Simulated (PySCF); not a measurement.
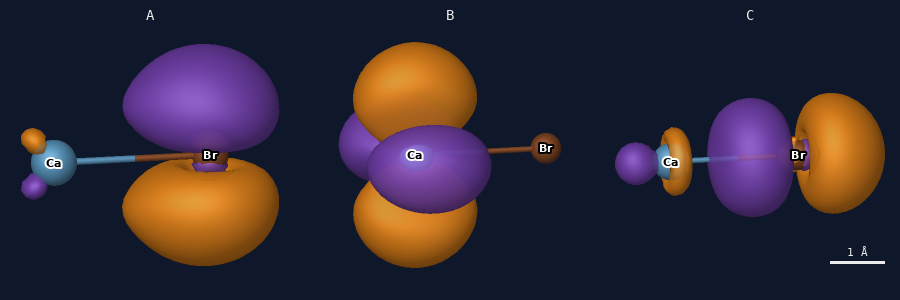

CaBr (charge +1). Three frontier orbitals, each drawn at the value that holds 80 % of its norm (orange and purple are the two phases), in no order; of a degenerate pair one member is drawn.

Theory: PySCF, PBE0/x2c-SVPall, spin-free X2C-1e, Gaussian nucleus, at a bond length of 2.472 Å.

Label each orbital by symmetry, say whether it is occupied, and order them by energy.

Answer. Orbital C: σ, occupied, −13.08 eV; mainly on Br (85 %).
Orbital A: π, occupied, −12.32 eV; mainly on Br (90 %).
Orbital B: δ, empty, −6.00 eV; almost wholly on Ca.
